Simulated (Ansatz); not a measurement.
**Cu: a line through a two-coordinate scan**

How does the energy of Cu (I4/mmm, No. 139; 2 atoms in the cell) vary with amplitude of mode 1 (54i cm⁻¹), at amplitude of mode 5 (174 cm⁻¹) = −0.072 Å?

Computed with Ansatz 0.2.0 (DFT LDA, scalar-relativistic, plane waves, PAW, unless a step's input says otherwise).

2 further runs of the same task are left out: 2 set aside as unsound or not needed. Runs told in other sessions of the task aren't counted.

## (1) The system as given

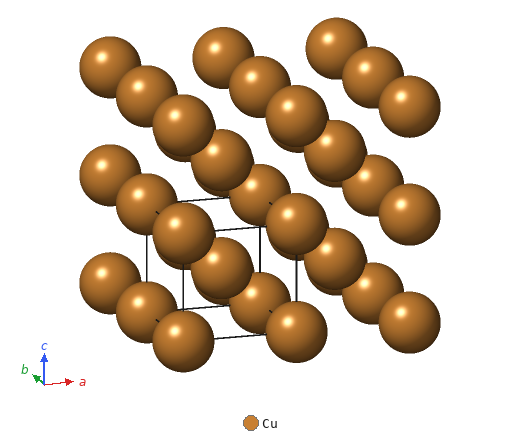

Start, viewed slightly off an axis; copper orange. 2×2×2 cells are drawn. Atoms on the faces are drawn again on the opposite ones. The cell drawn here is the conventional one.

As a file:

```
CELL_PARAMETERS angstrom
-1.42740 1.42740 1.34108
1.42740 -1.42740 1.34108
1.42740 1.42740 -1.34108
ATOMIC_POSITIONS crystal
Cu 0.00000 0.00000 0.00000
```

It goes back to an entry of the Materials Project, which need not be the stable form.

It is the result of an earlier relaxation at this level (volume 10.93 Å³/atom; gap on the mesh: none (metal)).

## (2) Plan of the line

The energy is mapped over two normal modes frozen in (zone-centre modes of the cell shown, which folds in the wave vector (0, 0, 1/2) of the primitive cell).

First coordinate, amplitude of mode 1 (54i cm⁻¹), largest displacement: 9 values from −0.418 Å. Second coordinate, amplitude of mode 5 (174 cm⁻¹), largest displacement: 9 values from −0.145 Å.

Nothing else is relaxed (the cell and all other modes fixed). Energies count from the relaxed high-symmetry cell. Points are written as (first, second).

The modes come from a phonon run on the reference cell, made beforehand.

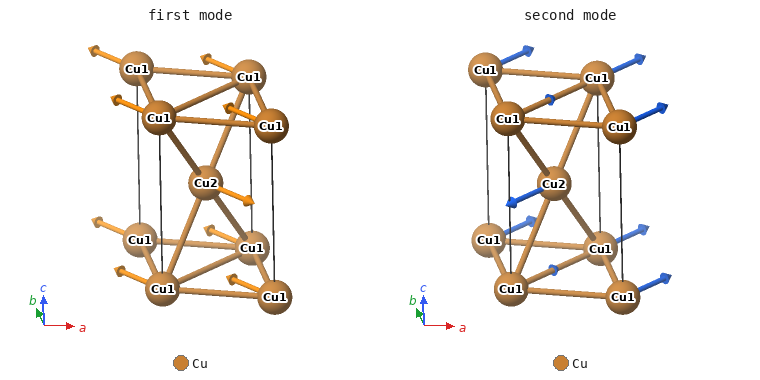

The reference structure; its two panels give the patterns of the first and the second mode as arrows.

The patterns, per unit of each coordinate (Å):

```
atom      x1      y1     z1     x2     y2      z2
 Cu1   0.707  -0.707  0.000  0.000  0.000   1.000
 Cu2  -0.707   0.707  0.000  0.000  0.000  -1.000
```

## (3) Point (−0.418 Å, −0.072 Å)

Contents of input.yaml:

```yaml
crystal:
  lattice:
    - [-1.427395735, 1.427395735, 1.3410790631]
    - [1.427395735, -1.427395735, 1.3410790631]
    - [2.85479147, 2.85479147, 0.0]
  atoms:
    - { symbol: Cu, position: [0.0765044579, -0.1305654018, 0.0] }
    - { symbol: Cu, position: [0.4234955421, 0.6305654018, 0.5] }
basis:
  ecutwfc: 520.0
kpoints:
  mp_grid: { grid: [20, 20, 12] }
hamiltonian:
  xc: lda
  pseudopotentials: { kind: paw, azcp: { folder: soft_1 } }
scf:
  occupations: { method: gaussian, width: 0.15 }
output:
  forces: true
  stress: true
  eigenvalues: true
  write_density: true
  write_potential: true
  elf: true
  volumetric_format: npy
```

Command:

```
ansatz run input.yaml --threads 2 --pin off --max-ram 4096MiB --backend cpu --events-out ev --progress --plain --runs-dir out
```

Output (excerpt; [...] marks lines left out):

```text
Warning: <dir> the record states the generating functional pbe (its physics header spells it `PBE`), which answers neither for hamiltonian.xc's functional nor for the lda family's — results may be inconsistent (PPs are generated against a specific XC)
Warning: RAYON_NUM_THREADS=2 ignored (pool sized by the plan → 2); use --threads N
[...]
Pseudopotentials: kind: paw
Pseudopotential: Cu, paw, valence charge 19, recommended cutoff 420 eV (normal), <dir>
Functional definition: SPW92
[...]
Crystal: 2 atoms, lattice volume = 21.859 Å³
Basis set: ecut = 520 eV, 605 PW (Γ)
Bands: 23, of which v1, the nominal top of the filled ones, is band 19 counted from 1 (18 counted from 0)
Symmetry: 4 space group operations
Space group: P21/m (ITA 11), of the structure as read, at distance tolerance 2.8e-5 Å
k-points: 1414 of 4800
[...]
SCF iter   1: F=—  HF=-13113.601235 eV  |F-HF|=—  |Δ(HF+E_count)|=         —  Δρ=3.09e-1  dr2=1.20e1  ethr=3.10e-3  ⟨swp⟩=4.5  Hψ=116302  notcnv=0
[...]
SCF iter   8: F=-13111.276938 eV  HF=-13111.276938 eV  |F-HF|=1.09e-11  |Δ(HF+E_count)|=  8.02e-10  Δρ=4.45e-7  dr2=2.12e-11  ethr=7.11e-12  ⟨swp⟩=4.0  Hψ=160353  notcnv=0
[...]
SCF converged after 8 iterations
Free energy (F): -13111.276938 eV
[...]
E sigma→0 (E₀):  -13111.273769 eV
Entropy (-TS):   -0.006339 eV (-3.169 meV/atom)
Fermi energy:    17.606067 eV
[...]
--- Forces (eV/Å), atoms counted from 1 ---
  atom   1  Cu     0.40276294    -0.40276294     0.10871727
  atom   2  Cu    -0.40276294     0.40276294    -0.10871727
[...]
--- Stress (GPa, compression-positive) ---
        8.438568      -1.097275      -1.719149
       -1.097275       8.438568       1.719149
       -1.719149       1.719149      -7.658574
  P = ⅓ Tr σ = 3.0729 GPa (30.729 kbar)
--- Band table (eV; the first three rows and the last of 1414) ---
  k-point 0: bands = ["-94.3667", "-94.3407", "-52.2720", "-52.1409", "-52.1050", "-52.0925", "-52.0817", "-52.0757", "7.5912", "12.0302", "13.8644", "13.9023", "14.2980", "14.6983", "14.9102", "15.1426", "15.1978", "15.4115", "15.9800", "16.4711", "21.8978", "37.8797", "38.9158"]
[...]
```

Run time: 46 s. Hardware: 2 threads of Arm Neoverse V1, shared host; peak memory 0.91 GiB.

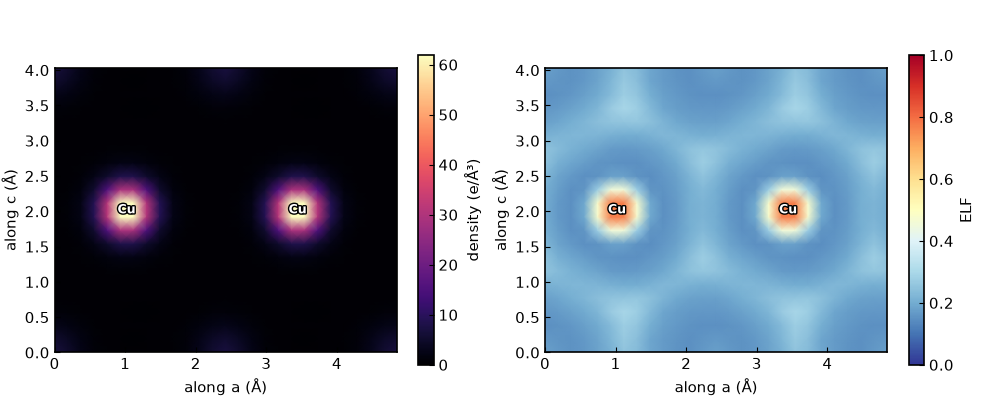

Density (left) and ELF (right) in a lattice plane of the grid's cell (edges 2.42 and 4.04 Å, at 0.631 of the third edge), which holds Cu. Only atoms in the plane are labelled. Both are smooth fields of the valence electrons: close to the nuclei they are not physical.

Energy on the map's scale: 93 meV.

## (4) The run at (−0.314 Å, −0.072 Å)

input.yaml: that of step 3 with these lines changed.

```diff
@@ -6,4 +6,4 @@
   atoms:
-    - { symbol: Cu, position: [0.0765044579, -0.1305654018, 0.0] }
-    - { symbol: Cu, position: [0.4234955421, 0.6305654018, 0.5] }
+    - { symbol: Cu, position: [0.0506207254, -0.1046816693, 0.0] }
+    - { symbol: Cu, position: [0.4493792746, 0.6046816693, 0.5] }
 basis:
@@ -21,5 +21 @@
   eigenvalues: true
-  write_density: true
-  write_potential: true
-  elf: true
-  volumetric_format: npy
```

Command:

```
ansatz run input.yaml --threads 2 --pin off --max-ram 4096MiB --backend cpu --events-out ev --progress --plain --runs-dir out
```

Output (excerpt; [...] marks lines left out):

```text
Warning: <dir> the record states the generating functional pbe (its physics header spells it `PBE`), which answers neither for hamiltonian.xc's functional nor for the lda family's — results may be inconsistent (PPs are generated against a specific XC)
Warning: RAYON_NUM_THREADS=2 ignored (pool sized by the plan → 2); use --threads N
[...]
[... 3 set-up lines as earlier in the session ...]
[...]
Crystal: 2 atoms, lattice volume = 21.859 Å³
Basis set: ecut = 520 eV, 605 PW (Γ)
Bands: 23, of which v1, the nominal top of the filled ones, is band 19 counted from 1 (18 counted from 0)
[... 2 set-up lines as earlier in the session ...]
k-points: 1414 of 4800
[...]
SCF iter   1: F=—  HF=-13113.689790 eV  |F-HF|=—  |Δ(HF+E_count)|=         —  Δρ=3.09e-1  dr2=1.20e1  ethr=3.10e-3  ⟨swp⟩=4.6  Hψ=116080  notcnv=0
[...]
SCF iter   8: F=-13111.349718 eV  HF=-13111.349718 eV  |F-HF|=5.46e-12  |Δ(HF+E_count)|=  4.95e-10  Δρ=3.66e-7  dr2=1.20e-11  ethr=8.29e-12  ⟨swp⟩=2.0  Hψ=88450  notcnv=0
[...]
SCF converged after 8 iterations
Free energy (F): -13111.349718 eV
[...]
E sigma→0 (E₀):  -13111.346228 eV
Entropy (-TS):   -0.006981 eV (-3.490 meV/atom)
Fermi energy:    17.601368 eV
[...]
--- Forces (eV/Å), atoms counted from 1 ---
  atom   1  Cu     0.11116878    -0.11116878     0.26067290
  atom   2  Cu    -0.11116878     0.11116878    -0.26067290
[...]
--- Stress (GPa, compression-positive) ---
        4.322441      -2.142934      -1.333863
       -2.142934       4.322441       1.333863
       -1.333863       1.333863      -5.001136
  P = ⅓ Tr σ = 1.2146 GPa (12.146 kbar)
--- Band table (eV; the first three rows and the last of 1414) ---
  k-point 0: bands = ["-94.3548", "-94.3319", "-52.2398", "-52.1236", "-52.0939", "-52.0887", "-52.0827", "-52.0725", "7.5885", "12.0158", "13.7904", "14.0338", "14.3728", "14.6876", "14.9418", "15.1021", "15.1232", "15.6132", "15.9483", "16.4639", "21.8776", "37.4043", "38.5858"]
[...]
```

Run time: 33 s. Hardware: 2 threads of Arm Neoverse V1, shared host; peak memory 0.93 GiB.

That is 20 meV from the zero.

## (5) Grid point (−0.209 Å, −0.072 Å)

input.yaml: that of step 4 with these lines changed.

```diff
@@ -6,4 +6,4 @@
   atoms:
-    - { symbol: Cu, position: [0.0506207254, -0.1046816693, 0.0] }
-    - { symbol: Cu, position: [0.4493792746, 0.6046816693, 0.5] }
+    - { symbol: Cu, position: [0.024736993, -0.0787979369, 0.0] }
+    - { symbol: Cu, position: [0.475263007, 0.5787979369, 0.5] }
 basis:
@@ -21 +21,5 @@
   eigenvalues: true
+  write_density: true
+  write_potential: true
+  elf: true
+  volumetric_format: npy
```

Command:

```
ansatz run input.yaml --threads 2 --pin off --max-ram 4096MiB --backend cpu --events-out ev --progress --plain --runs-dir out
```

Output (excerpt; [...] marks lines left out):

```text
Warning: <dir> the record states the generating functional pbe (its physics header spells it `PBE`), which answers neither for hamiltonian.xc's functional nor for the lda family's — results may be inconsistent (PPs are generated against a specific XC)
Warning: RAYON_NUM_THREADS=2 ignored (pool sized by the plan → 2); use --threads N
[...]
[... 3 set-up lines as earlier in the session ...]
[...]
Crystal: 2 atoms, lattice volume = 21.859 Å³
Basis set: ecut = 520 eV, 605 PW (Γ)
Bands: 23, of which v1, the nominal top of the filled ones, is band 19 counted from 1 (18 counted from 0)
[... 2 set-up lines as earlier in the session ...]
k-points: 1414 of 4800
[...]
SCF iter   1: F=—  HF=-13113.696396 eV  |F-HF|=—  |Δ(HF+E_count)|=         —  Δρ=3.08e-1  dr2=1.19e1  ethr=3.10e-3  ⟨swp⟩=4.5  Hψ=116201  notcnv=0
[...]
SCF iter   7: F=-13111.356990 eV  HF=-13111.356990 eV  |F-HF|=9.62e-10  |Δ(HF+E_count)|=   1.25e-7  Δρ=5.41e-6  dr2=2.31e-9  ethr=2.63e-10  ⟨swp⟩=8.8  Hψ=245786  notcnv=0
[...]
SCF converged after 7 iterations
Free energy (F): -13111.356990 eV
[...]
E sigma→0 (E₀):  -13111.353086 eV
Entropy (-TS):   -0.007809 eV (-3.905 meV/atom)
Fermi energy:    17.597669 eV
[...]
--- Forces (eV/Å), atoms counted from 1 ---
  atom   1  Cu    -0.03278782     0.03278782     0.38398049
  atom   2  Cu     0.03278782    -0.03278782    -0.38398049
[...]
--- Stress (GPa, compression-positive) ---
        2.292369      -1.119405      -0.908940
       -1.119405       2.292369       0.908940
       -0.908939       0.908939      -2.546732
  P = ⅓ Tr σ = 0.6793 GPa (6.793 kbar)
--- Band table (eV; the first three rows and the last of 1414) ---
  k-point 0: bands = ["-94.3514", "-94.3289", "-52.2334", "-52.1216", "-52.0882", "-52.0859", "-52.0776", "-52.0747", "7.5897", "12.0276", "13.7253", "14.1071", "14.3031", "14.5383", "15.0134", "15.1251", "15.2849", "15.5860", "15.9999", "16.4648", "21.8765", "37.1064", "37.9919"]
[...]
```

Wall time 41 s (2 threads of Arm Neoverse V1, shared host); peak memory 0.91 GiB.

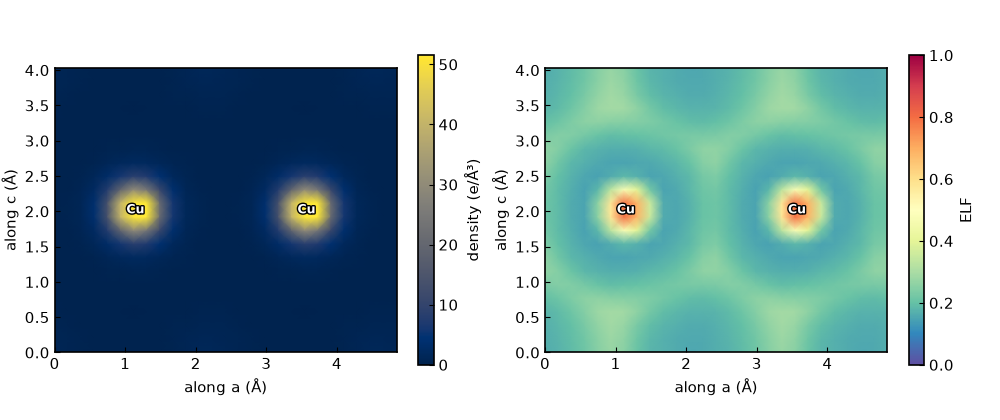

Density (left) and ELF (right) in a lattice plane of the grid's cell (edges 2.42 and 4.04 Å, at 0.579 of the third edge), which holds Cu. Only atoms in the plane are labelled; the density scale stops at 51.53 e/Å³. Both are smooth fields of the valence electrons: close to the nuclei they are not physical.

Energy on the map's scale: 13 meV.

## (6) The run at (−0.104 Å, −0.072 Å)

input.yaml: that of step 5 with these lines changed.

```diff
@@ -6,4 +6,4 @@
   atoms:
-    - { symbol: Cu, position: [0.024736993, -0.0787979369, 0.0] }
-    - { symbol: Cu, position: [0.475263007, 0.5787979369, 0.5] }
+    - { symbol: Cu, position: [-0.0011467395, -0.0529142044, 0.0] }
+    - { symbol: Cu, position: [0.5011467395, 0.5529142044, 0.5] }
 basis:
@@ -21,5 +21 @@
   eigenvalues: true
-  write_density: true
-  write_potential: true
-  elf: true
-  volumetric_format: npy
```

Command:

```
ansatz run input.yaml --threads 2 --pin off --max-ram 4096MiB --backend cpu --events-out ev --progress --plain --runs-dir out
```

Output (excerpt; [...] marks lines left out):

```text
Warning: <dir> the record states the generating functional pbe (its physics header spells it `PBE`), which answers neither for hamiltonian.xc's functional nor for the lda family's — results may be inconsistent (PPs are generated against a specific XC)
Warning: RAYON_NUM_THREADS=2 ignored (pool sized by the plan → 2); use --threads N
[...]
[... 3 set-up lines as earlier in the session ...]
[...]
Crystal: 2 atoms, lattice volume = 21.859 Å³
Basis set: ecut = 520 eV, 605 PW (Γ)
Bands: 23, of which v1, the nominal top of the filled ones, is band 19 counted from 1 (18 counted from 0)
[... 2 set-up lines as earlier in the session ...]
k-points: 1414 of 4800
[...]
SCF iter   1: F=—  HF=-13113.674104 eV  |F-HF|=—  |Δ(HF+E_count)|=         —  Δρ=3.06e-1  dr2=1.18e1  ethr=3.10e-3  ⟨swp⟩=4.5  Hψ=116310  notcnv=0
[...]
SCF iter   7: F=-13111.341908 eV  HF=-13111.341908 eV  |F-HF|=1.35e-10  |Δ(HF+E_count)|=   1.09e-7  Δρ=3.21e-6  dr2=1.08e-9  ethr=1.43e-10  ⟨swp⟩=4.2  Hψ=117300  notcnv=0
[...]
SCF converged after 7 iterations
Free energy (F): -13111.341908 eV
[...]
E sigma→0 (E₀):  -13111.338093 eV
Entropy (-TS):   -0.007628 eV (-3.814 meV/atom)
Fermi energy:    17.601846 eV
[...]
--- Forces (eV/Å), atoms counted from 1 ---
  atom   1  Cu    -0.05359559     0.05359559     0.47461588
  atom   2  Cu     0.05359559    -0.05359559    -0.47461588
[...]
--- Stress (GPa, compression-positive) ---
        1.396220       0.526185      -0.478587
        0.526185       1.396220       0.478587
       -0.478587       0.478587      -0.643675
  P = ⅓ Tr σ = 0.7163 GPa (7.163 kbar)
--- Band table (eV; the first three rows and the last of 1414) ---
  k-point 0: bands = ["-94.3532", "-94.3298", "-52.2397", "-52.1296", "-52.0867", "-52.0788", "-52.0779", "-52.0778", "7.5920", "12.0394", "13.6781", "14.0501", "14.2877", "14.4024", "15.0882", "15.1697", "15.4567", "15.4636", "16.0974", "16.4686", "21.8829", "36.9874", "37.5560"]
[...]
```

It took 33 s on 2 threads of Arm Neoverse V1, shared host; peak memory 0.94 GiB.

That is 28 meV from the zero.

## (7) The run at (0.000 Å, −0.072 Å)

input.yaml: that of step 6 with these lines changed.

```diff
@@ -6,4 +6,4 @@
   atoms:
-    - { symbol: Cu, position: [-0.0011467395, -0.0529142044, 0.0] }
-    - { symbol: Cu, position: [0.5011467395, 0.5529142044, 0.5] }
+    - { symbol: Cu, position: [-0.027030472, -0.027030472, 0.0] }
+    - { symbol: Cu, position: [0.527030472, 0.527030472, 0.5] }
 basis:
```

Command:

```
ansatz run input.yaml --threads 2 --pin off --max-ram 4096MiB --backend cpu --events-out ev --progress --plain --runs-dir out
```

Output (excerpt; [...] marks lines left out):

```text
Warning: <dir> the record states the generating functional pbe (its physics header spells it `PBE`), which answers neither for hamiltonian.xc's functional nor for the lda family's — results may be inconsistent (PPs are generated against a specific XC)
Warning: RAYON_NUM_THREADS=2 ignored (pool sized by the plan → 2); use --threads N
[...]
[... 3 set-up lines as earlier in the session ...]
[...]
Crystal: 2 atoms, lattice volume = 21.859 Å³
Basis set: ecut = 520 eV, 605 PW (Γ)
Bands: 23, of which v1, the nominal top of the filled ones, is band 19 counted from 1 (18 counted from 0)
Symmetry: 8 space group operations
Space group: Cmcm (ITA 63), of the structure as read, at distance tolerance 2.8e-5 Å
k-points: 777 of 4800
[...]
SCF iter   1: F=—  HF=-13113.661462 eV  |F-HF|=—  |Δ(HF+E_count)|=         —  Δρ=3.06e-1  dr2=1.18e1  ethr=3.10e-3  ⟨swp⟩=4.5  Hψ=63972  notcnv=0
[...]
SCF iter   7: F=-13111.332926 eV  HF=-13111.332926 eV  |F-HF|=1.76e-10  |Δ(HF+E_count)|=   1.36e-7  Δρ=3.79e-6  dr2=1.52e-9  ethr=1.20e-10  ⟨swp⟩=4.3  Hψ=65799  notcnv=0
[...]
SCF converged after 7 iterations
Free energy (F): -13111.332926 eV
[...]
E sigma→0 (E₀):  -13111.329066 eV
Entropy (-TS):   -0.007722 eV (-3.861 meV/atom)
Fermi energy:    17.607584 eV
[...]
--- Forces (eV/Å), atoms counted from 1 ---
  atom   1  Cu    -0.00000000    -0.00000000     0.50912069
  atom   2  Cu    -0.00000000    -0.00000000    -0.50912069
[...]
--- Stress (GPa, compression-positive) ---
        1.170401       1.311004       0.000000
        1.311004       1.170401       0.000000
        0.000000       0.000000       0.095108
  P = ⅓ Tr σ = 0.8120 GPa (8.120 kbar)
--- Band table (eV; the first three rows and the last of 777) ---
  k-point 0: bands = ["-94.3542", "-94.3303", "-52.2434", "-52.1329", "-52.0855", "-52.0810", "-52.0782", "-52.0743", "7.5930", "12.0436", "13.6608", "13.9998", "14.3027", "14.3520", "15.1206", "15.1888", "15.4000", "15.5361", "16.1360", "16.4704", "21.8867", "36.9822", "37.3728"]
[...]
```

It took 19 s on 2 threads of Arm Neoverse V1, shared host; peak memory 0.64 GiB.

That is 37 meV from the zero.

## (8) Results

| amplitude of mode 1 (54i cm⁻¹), largest displacement (Å) | step | energy (meV) | slope (meV per Å) | pressure (GPa) | largest force on an atom (eV/Å) |
| --- | --- | --- | --- | --- | --- |
| −0.418 | 3 | 93 | −1139 | 3.07 | 0.58 |
| −0.314 | 4 | 20 | −314 | 1.22 | 0.30 |
| −0.209 | 5 | 13 | 93 | 0.68 | 0.39 |
| −0.104 | 6 | 28 | 152 | 0.72 | 0.48 |
| 0.000 | 7 | 37 | 0 | 0.81 | 0.51 |
| 0.104 | – | 28 | −152 | 0.72 | 0.48 |
| 0.209 | – | 13 | −93 | 0.68 | 0.39 |
| 0.314 | – | 20 | 314 | 1.22 | 0.30 |
| 0.418 | – | 93 | 1139 | 3.07 | 0.58 |

Energies count from the relaxed high-symmetry cell. Rows without a step come from runs not printed here or follow by symmetry. Slopes come from the forces (and the stress, where the cell changes), not from differences of energies.

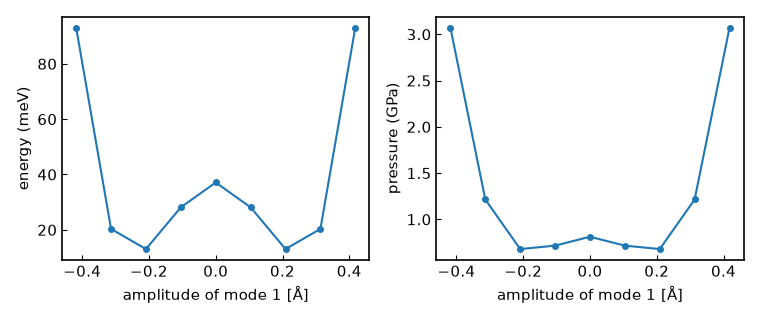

Energy and pressure along the line.

Of the points computed the energy is lowest at −0.209 Å, 13 meV from the zero. The line crosses 2 dips, all of one depth. Energies and slopes round the minimum, fitted together, put the minimum at −0.2466 Å, with a curvature of about 3100 meV per Å². The highest point computed, at −0.418 Å, lies 80 meV above the lowest. This is one cut through a surface in two coordinates; the map's lowest point lies off it. The reference is no minimum along the unstable mode, and wells on the map were not tested along the other modes.
